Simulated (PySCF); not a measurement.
**C$_{4}$H$_{6}$ClFOSi (SMILES C/C([SiH3])=C(\Cl)C(=O)F): density, localisation and related maps**

```xyz
14

C    -1.7706    0.6039   -0.0676
C    -0.3529    0.1763   -0.0175
Si    0.0321   -1.6937    0.0550
C     0.6651    1.0511   -0.0210
Cl    0.4840    2.7848   -0.0825
C     2.0167    0.5480    0.0292
O     2.3364   -0.6045    0.0744
F     2.9785    1.4915    0.0227
H    -1.8735    1.6856   -0.1069
H    -2.2499    0.1619   -0.9403
H    -2.2938    0.2212    0.8078
H    -1.3210   -2.2792    0.0428
H     0.7040   -2.1160   -1.1651
H     0.6440   -2.0312    1.3318
```

Geometry: GFN2-xTB.

Theory: CAM-B3LYP/def2-SVPD, SCF density, gas phase (PySCF).

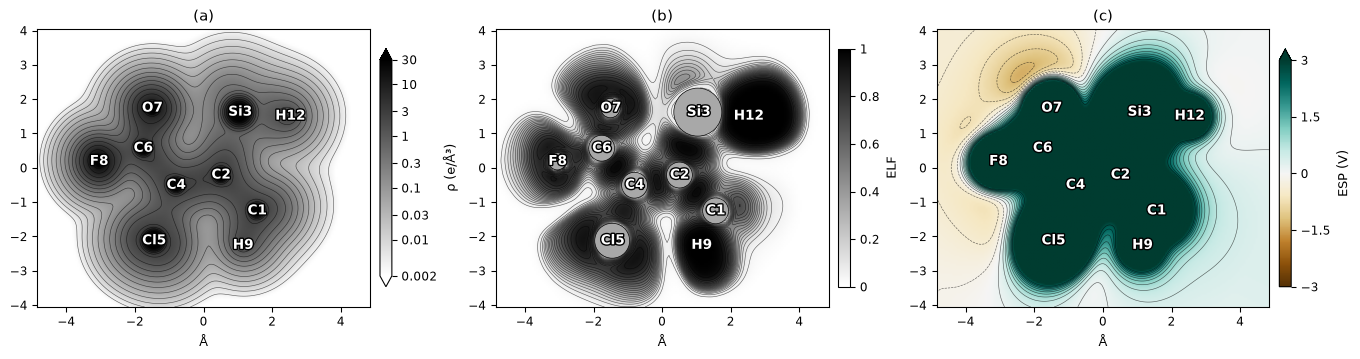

Figure 1. (a) electron density; (b) ELF; (c) electrostatic potential on the plane of atoms Si3, C2 and C4. Grey discs cover the atomic cores in the ELF map.

What does the map show?

- The plane passes through C, Si, Cl, O, F and H nuclei.
- C–O (1.20 Å): ρ is about 3.5 e/Å³ halfway; the ELF peaks at about 0.85 between the atoms (a multiple bond).
- C–C (1.34 Å): the density is about 2.3 e/Å³ at the midpoint; the ELF peaks at about 0.95 between the atoms; a short, multiple covalent bond.
- C–F (1.35 Å): the density is about 2.3 e/Å³ at the midpoint, with its minimum of 1.8 e/Å³ about 0.5 Å from C; the ELF peaks at about 0.85 between the atoms, as expected for a polar covalent bond.
- C–Cl (1.74 Å): ρ at the midpoint is about 1.4 e/Å³; the ELF peaks at about 0.90 between the atoms (localised, covalent bonding).
- C–Si (1.91 Å): ρ is about 0.91 e/Å³ halfway; the ELF peaks at about 1 between the atoms; a shared electron pair.
- The ELF also peaks beside Cl5, F8 and O7, away from the bonds: lone-pair regions.
- Outside the dense part of the molecule the potential is most negative (−1.4 V) near O7.

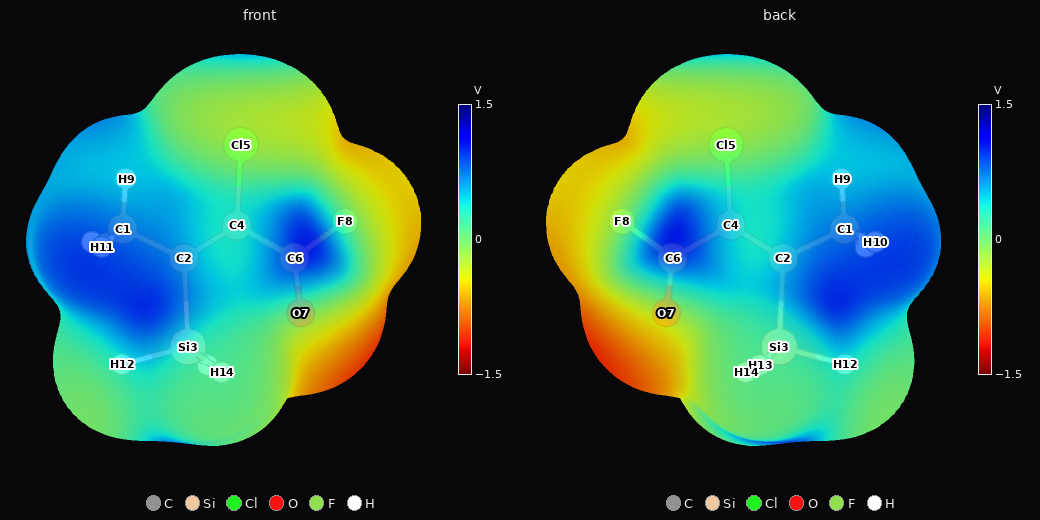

Figure 2. The electrostatic potential painted on the density surface at 0.001 e/bohr³, seen from the front and from behind; red is negative and blue positive.

Describe the electrostatic potential map.

The most negative region (about −1.1 V) lies over O7, the most positive (about +1.0 V) over Si3 and C6. Cl5 shows a σ-hole: about +0.5 V at the tip opposite its bond, against about −0.2 V on its flanks. O7 is the likeliest acceptor of a hydrogen bond.

What dipole moment does the calculation give?

Its dipole moment is 2.81 D.
